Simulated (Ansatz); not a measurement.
**CH4BrFGe: a changed input and its effect**

System: CH4BrFGe, SMILES F[CH2][GeH2][Br].
Method of run A: RKS PBE-D4/def2-TZVPP (Ansatz 0.2.0).

The geometry comes from this level: PBE0-D4/def2-TZVP. Text and figures count atoms from 1; the logs count them from 0 in places.

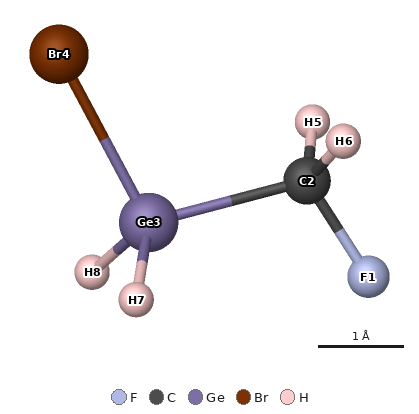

**Figure 1.** The structure as given in the input (ball-and-stick view, seen at a tilt; atoms are numbered from 1 in the order of the input). Sticks mark near contacts.

### Input file, run A
```yaml
crystal:
  periodic: [false, false, false]
  atoms:
    - {symbol: F, position_ang: [-1.051637, 1.627734, 0.642493]}
    - {symbol: C, position_ang: [0.050728, 0.790845, 0.682781]}
    - {symbol: Ge, position_ang: [-0.163616, -0.642483, -0.652403]}
    - {symbol: Br, position_ang: [1.744677, -1.934952, -0.451979]}
    - {symbol: H, position_ang: [0.135518, 0.363747, 1.684995]}
    - {symbol: H, position_ang: [0.948340, 1.375839, 0.468044]}
    - {symbol: H, position_ang: [-0.205162, -0.096153, -2.084067]}
    - {symbol: H, position_ang: [-1.366749, -1.541575, -0.345864]}
basis:
  gaussian: {orbitals: def2-TZVPP}
hamiltonian: {xc: pbe, dispersion: d4}
output: {forces: true, orbitals: {seedname: orbitals}}
```

Command:
```bash
ansatz run in.yaml --threads 4 --pin off --events-out ev --progress --plain --max-ram 10444MiB
```

Hardware: 4 threads of Arm Neoverse V2, 23 GiB of memory available, shared host.

### Output (run A)
```
Functional definition: PBE
  parameter kappa = 0.804
  parameter beta = 0.06672455060314922
  exchange = pbe_x(kappa = kappa, mu = beta*pi^2/3)
  correlation = pbe_c(beta = beta)
1306 factors; their error is unknown
mean field evaluation 1: about -130358.0156 eV, gradient 5.1e1 eV
mean field evaluation 2: about -130351.1861 eV, gradient 7.4e1 eV
mean field evaluation 4: about -130362.8740 eV, gradient 4.4e0 eV
mean field evaluation 8: about -130362.8631 eV, gradient 3.3e-1 eV
mean field evaluation 16: about -130362.8632 eV, gradient 2.4e-5 eV
mean field -130362.86323589 eV, -4790.7468607967 hartree, gradient 2.4e-5 eV, S^2 0.000000; 0 other end points of the search recorded, 0 dependent functions left out
the calculation of the forces begins
reference -130362.86327455 eV, -4790.7468622174 hartree; 43, 43 occupied and 171, 171 virtual orbitals, 1306 factors
Total energy: -130363.02486956 eV, -4790.7528007244 hartree
Atom 0 at    -1.051637     1.627734     0.642493 Å, force    -0.512557     0.389298    -0.018597 eV/Å
Atom 1 at     0.050728     0.790845     0.682781 Å, force     0.243718    -0.145669     0.041589 eV/Å
Atom 2 at    -0.163616    -0.642483    -0.652403 Å, force    -0.070165    -0.022713    -0.065834 eV/Å
Atom 3 at     1.744677    -1.934952    -0.451979 Å, force     0.238931    -0.169413     0.018799 eV/Å
Atom 4 at     0.135518     0.363747     1.684995 Å, force     0.042564    -0.121427     0.214799 eV/Å
Atom 5 at     0.948340     1.375839     0.468044 Å, force     0.222121     0.102110    -0.054016 eV/Å
Atom 6 at    -0.205162    -0.096153    -2.084067 Å, force    -0.015722     0.066796    -0.168036 eV/Å
Atom 7 at    -1.366749    -1.541575    -0.345864 Å, force    -0.148889    -0.098984     0.031297 eV/Å
Dipole moment:    -0.063371     0.087931     0.030685 e Å
```

For run B the input was changed thus:
```diff
-hamiltonian: {xc: pbe, dispersion: d4}
+hamiltonian: {xc: r2scan, dispersion: d4}
```

Predict how the results change.

The total energies belong to different models, so their difference says nothing on which is more stable or more accurate. The largest force goes from 0.644 to 0.334 eV/Å. The HOMO goes from −6.94 to −7.27 eV. The LUMO goes from −1.54 to −1.27 eV.

### Output (run B)
```
Functional definition: r2SCAN
  parameter k0 = 0.174
  parameter k1 = 0.065
  parameter a1 = 4.9479
  exchange = r2scan_x(k0 = k0, k1 = k1, a1 = a1)
  correlation = r2scan_c
1306 factors; their error is unknown
mean field evaluation 1: about -130380.1621 eV, gradient 4.3e1 eV
mean field evaluation 2: about -130376.9787 eV, gradient 5.7e1 eV
mean field evaluation 4: about -130383.7292 eV, gradient 2.4e0 eV
mean field evaluation 8: about -130383.6980 eV, gradient 3.7e-1 eV
mean field evaluation 16: about -130383.6981 eV, gradient 1.7e-4 eV
mean field -130383.69810764 eV, -4791.5125282112 hartree, gradient 3.6e-5 eV, S^2 0.000000; 0 other end points of the search recorded, 0 dependent functions left out
the calculation of the forces begins
reference -130383.69811802 eV, -4791.5125285925 hartree; 43, 43 occupied and 171, 171 virtual orbitals, 1306 factors
Total energy: -130383.73580980 eV, -4791.5139137396 hartree
Atom 0 at    -1.051637     1.627734     0.642493 Å, force    -0.271889     0.193674    -0.020548 eV/Å
Atom 1 at     0.050728     0.790845     0.682781 Å, force     0.275561    -0.171850     0.041089 eV/Å
Atom 2 at    -0.163616    -0.642483    -0.652403 Å, force    -0.067596    -0.023420    -0.064693 eV/Å
Atom 3 at     1.744677    -1.934952    -0.451979 Å, force     0.027926    -0.017037     0.004505 eV/Å
Atom 4 at     0.135518     0.363747     1.684995 Å, force     0.000719    -0.003480     0.001615 eV/Å
Atom 5 at     0.948340     1.375839     0.468044 Å, force     0.003235    -0.000392    -0.002131 eV/Å
Atom 6 at    -0.205162    -0.096153    -2.084067 Å, force    -0.005274    -0.015207     0.051916 eV/Å
Atom 7 at    -1.366749    -1.541575    -0.345864 Å, force     0.037319     0.037714    -0.011753 eV/Å
Dipole moment:    -0.066809     0.086750     0.027401 e Å
```

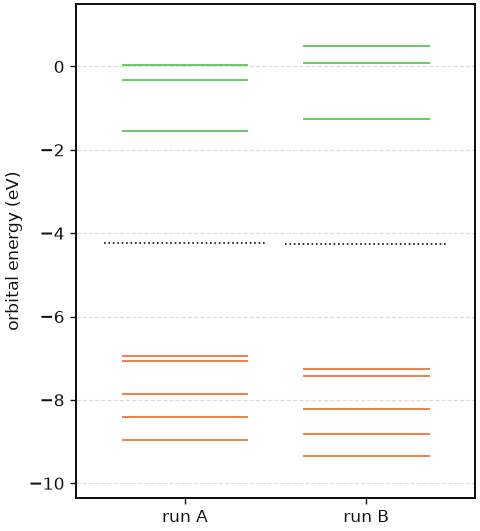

**Figure 2.** The five highest filled and three lowest empty orbital energies of the two runs; the dotted lines part filled from empty levels. The HOMO–LUMO gap is 5.40 eV in run A and 6.00 eV in run B.

### The two runs side by side

| quantity | run A | run B |
| --- | --- | --- |
| outcome | converged | converged |
| total energy (hartree) | −4790.752801 | −4791.513914 |
| HOMO (eV) | −6.94 | −7.27 |
| LUMO (eV) | −1.54 | −1.27 |
| dipole moment (D) | 0.54 | 0.54 |
| largest force (eV/Å) | 0.644 | 0.334 |
| basis functions | 214 | 214 |
| wall time (shared host) | 1.8 s | 3.7 s |
